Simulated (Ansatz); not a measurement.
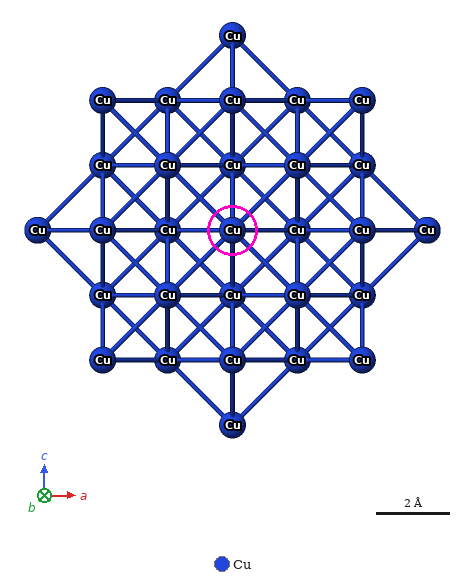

Perfect Cu. The picture is a ball-and-stick view of the atoms within 5.4 Å of one point, in a slice 5.0 Å thick across the line of sight, seen along the b axis.

Level of theory: DFT r2SCAN, scalar-relativistic, plane waves, PAW in Ansatz. Set-up: plane-wave cutoff 500 eV; k-point mesh 4 × 4 × 4; occupations gaussian; smearing width 0.1 eV; no spin polarisation. The cell is small and the k-mesh coarse, so the numbers are rough. The axes drawn are those of the host's conventional cell.

An extra copper atom is put between the host's atoms (an interstitial) at the ringed place, in charge state 0. The supercell has 27 sites, and the atoms are relaxed at the host's cell.

How do the neighbours respond?

The Cu atom starts with 6 Cu at 1.79 Å around its place and ends with 6 Cu at 2.11 to 2.14 Å. Of the host's atoms, a copper atom moves furthest from its site, by 0.37 Å.

The relaxed defect, seen from the same direction:

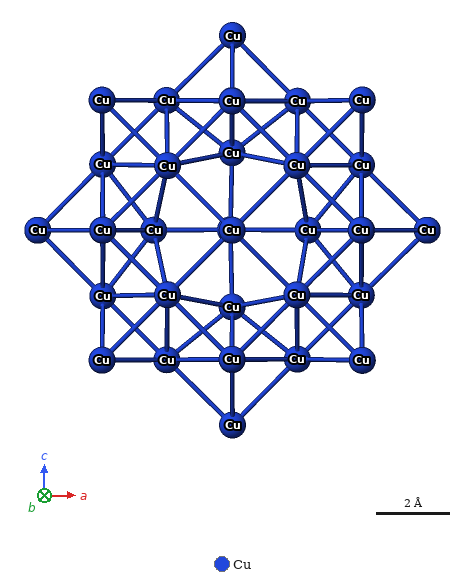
